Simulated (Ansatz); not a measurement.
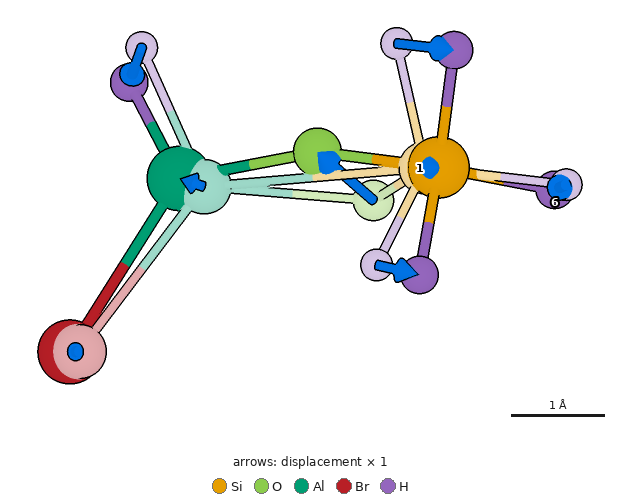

A relaxation of AlSiH$_{4}$OBr (coarse preliminary run). The starting structure is drawn faded, the final one solid; blue arrows show the displacements, at their true length. The two geometries are superimposed by the best rigid fit.

A ball-and-stick model, seen at a tilt.

The start comes from a force field.

Computed with RKS PBE-D4/def2-SVP in Ansatz 0.2.0. (force threshold 0.03 eV/Å; at most 200 steps)

> Describe the change and its energy.

The energy falls by 14.8 kcal/mol in 8 geometry steps. Largest force component: 2.1 eV/Å at the start, 0.021 eV/Å at the end. The atom that moves furthest after the best rigid fit is the O atom (1.12 Å). By element the largest moves are O 1.12 Å, H 1.06 Å, Al 0.30 Å, Si 0.29 Å, Br 0.22 Å. Some distances before and after: Al–Si 2.796 → 3.329 Å, Al–O 1.832 → 1.703 Å, Al–H 1.651 → 1.579 Å, H–Si 1.445 → 1.504 Å. Bond angles that change, for instance: Si–O–Al 104.3° → 161.4°, O–Si–H 114.2° → 109.3°, H–Si–H 104.7° → 108.9°. Groups turn about Al–O by about 85°, O–Si by about 65°.
